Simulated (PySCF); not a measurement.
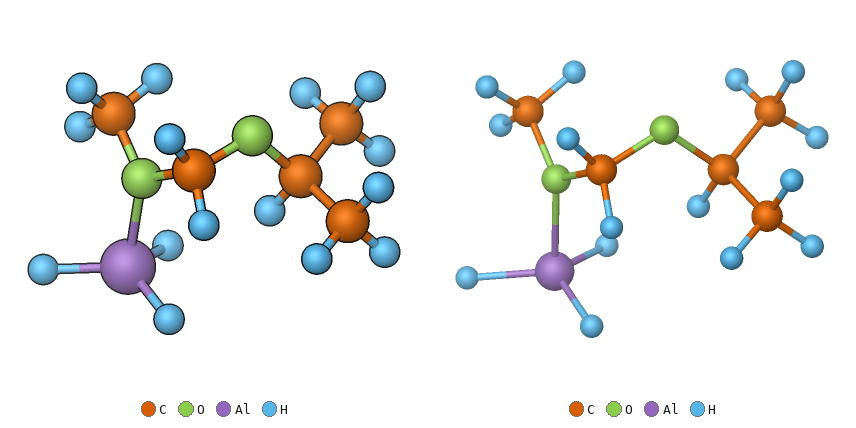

Two views of one molecule.

The computed structure is the end point of a PBE0-D3(BJ)/def2-SVP optimisation. No frequency run is at hand to confirm it as a minimum.

What does the picture show?

The molecule is C₅H₁₅AlO₂. Its SMILES string is `CC(C)OC[O+](C)[AlH3-]`. Among its groups: ether. The point group is C1. Coordination, clear cases only: 5 C tetrahedral; 1 O bent; 1 Al tetrahedral.

More results for the same structure follow; atom numbers are the same in all pictures, views and colours differ.

## Shape

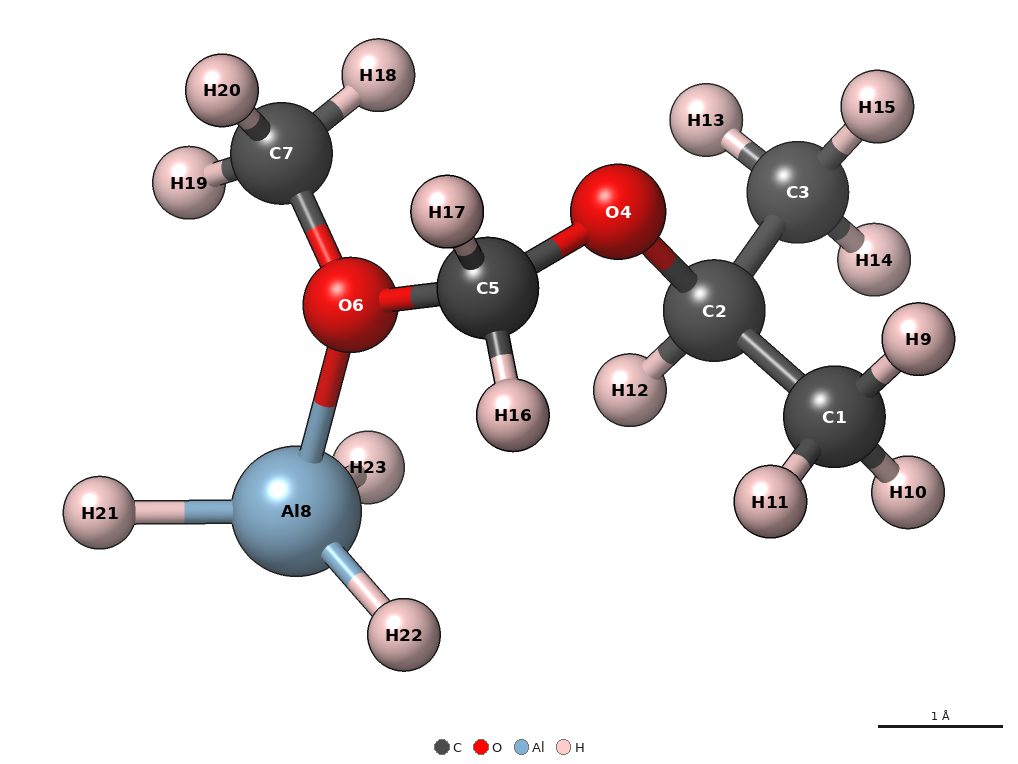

No frequency run is at hand to confirm it as a minimum.

Give the bond lengths. Leave out bonds to hydrogen.

```csv
bond,length (Å)
C1–C2,1.516
C2–C3,1.512
C2–O4,1.437
O4–C5,1.360
C5–O6,1.438
O6–C7,1.424
O6–Al8,1.989
```

## NMR shielding

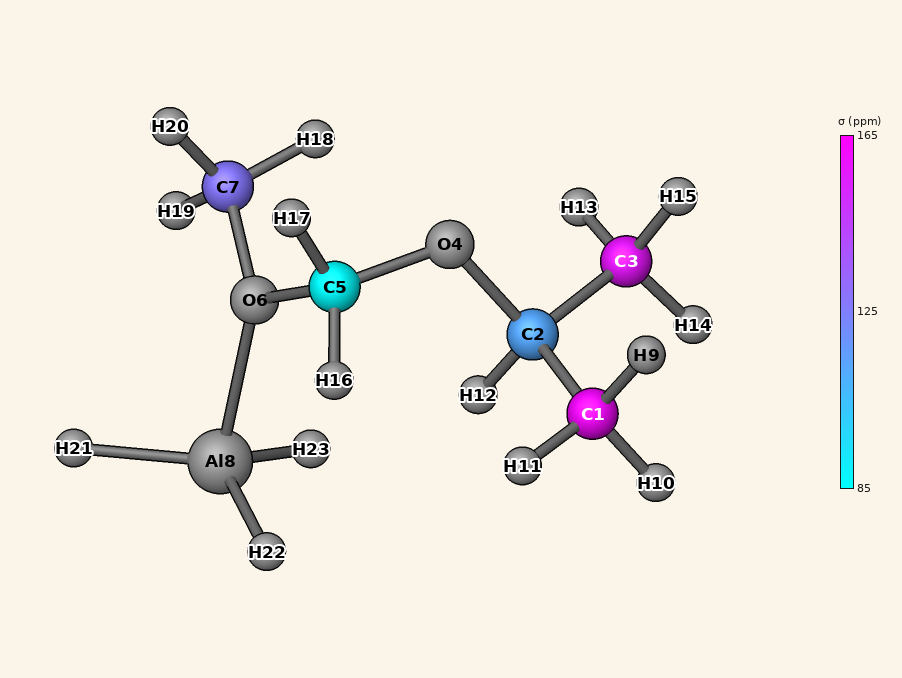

Atoms are coloured by their isotropic NMR shieldings (C only, the others grey). No frequency run is at hand to confirm it as a minimum. Properties computed with GIAO CAM-B3LYP/pcSseg-1 NMR shielding, non-relativistic, gas phase (PySCF 2.14.0).

**Which C atom is the most shielded (lowest chemical shift)?**

C1 (162.3 ppm).

**Which C atom is the least shielded (highest chemical shift)?**

C5 (85.6 ppm).

**How wide is the range of C shifts?**

76.7 ppm.

List the isotropic NMR shieldings of the C atoms.

```csv
atom,σ (ppm)
C1,162.3
C2,112.2
C3,158.1
C5,85.6
C7,127.4
```

## Excitation

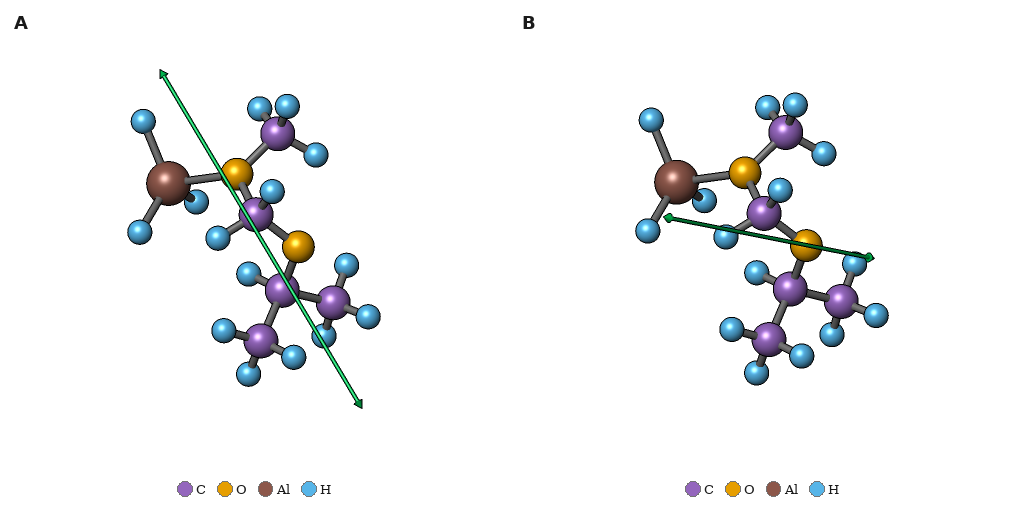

The double arrows show the directions of two transition dipoles from the ground state (lengths mean nothing). No frequency run is at hand to confirm it as a minimum. Level of theory: TDDFT CAM-B3LYP/def2-SVPD, vertical, gas phase, core orbitals frozen in the response (PySCF 2.14.0).

**One belongs to singlet state 5 and one to singlet state 9. Which is which?**

A: state 9, 8.30 eV (149 nm), oscillator strength 0.057, of mixed character, with the largest part HOMO → LUMO+3 (weight 0.29).
B: state 5, 7.63 eV (162 nm), oscillator strength 0.015, of mixed character, with the largest part HOMO → LUMO+5 (weight 0.22).

## Charges

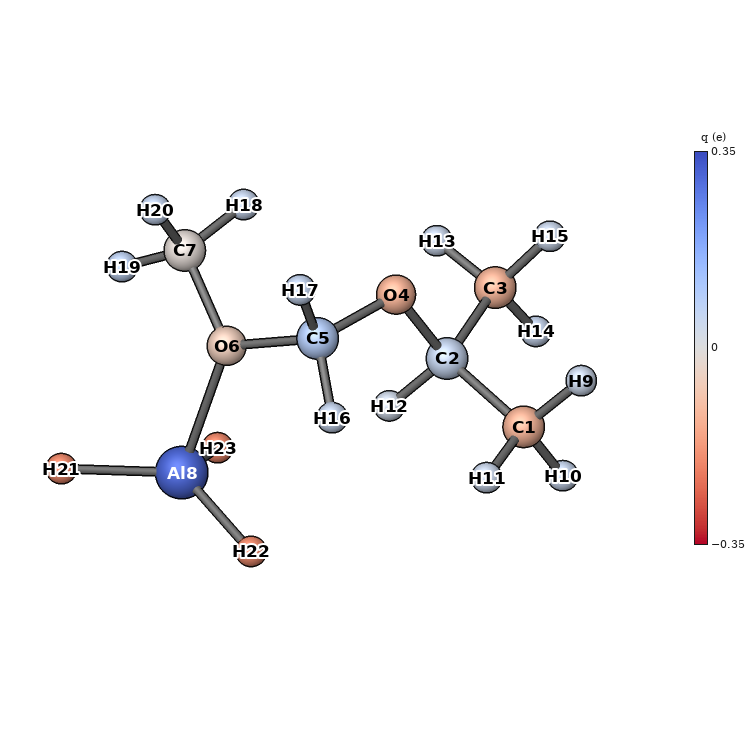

Atoms are coloured by their Hirshfeld charges. No frequency run is at hand to confirm it as a minimum. Method: PBE0/pcSseg-1, gas phase (PySCF 2.14.0).

List the Hirshfeld charges.

```json
{"atom": "C1", "value (e)": "−0.12"}
{"atom": "C2", "value (e)": "0.05"}
{"atom": "C3", "value (e)": "−0.12"}
{"atom": "O4", "value (e)": "−0.12"}
{"atom": "C5", "value (e)": "0.09"}
{"atom": "O6", "value (e)": "−0.06"}
{"atom": "C7", "value (e)": "−0.01"}
{"atom": "Al8", "value (e)": "0.30"}
{"atom": "H9", "value (e)": "0.04"}
{"atom": "H10", "value (e)": "0.05"}
{"atom": "H11", "value (e)": "0.04"}
{"atom": "H12", "value (e)": "0.03"}
{"atom": "H13", "value (e)": "0.04"}
{"atom": "H14", "value (e)": "0.05"}
{"atom": "H15", "value (e)": "0.04"}
{"atom": "H16", "value (e)": "0.05"}
{"atom": "H17", "value (e)": "0.06"}
{"atom": "H18", "value (e)": "0.05"}
{"atom": "H19", "value (e)": "0.07"}
{"atom": "H20", "value (e)": "0.06"}
{"atom": "H21", "value (e)": "−0.20"}
{"atom": "H22", "value (e)": "−0.20"}
{"atom": "H23", "value (e)": "−0.20"}
```
